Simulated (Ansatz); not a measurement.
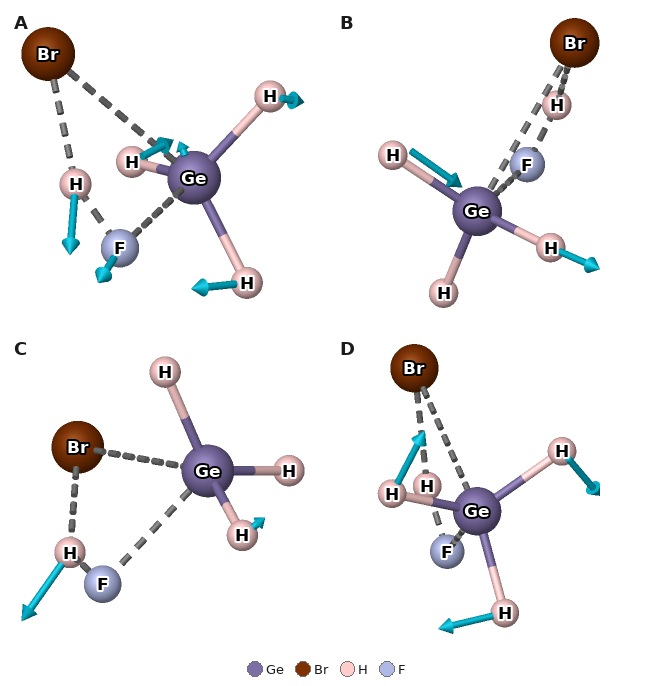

4 normal modes of one molecule or complex, as arrows. Broken sticks mark bonds that form or break. Harmonic vibrations computed with RKS PBE0-D4/def2-TZVP (Ansatz 0.2.0) at a stationary point of the same level. It is a saddle point of order 1.

> Match the panels to the wavenumbers 248i cm⁻¹, 88 cm⁻¹, 1050 cm⁻¹, 2234 cm⁻¹.

A: 248i cm⁻¹
B: 2234 cm⁻¹
C: 1050 cm⁻¹
D: 88 cm⁻¹
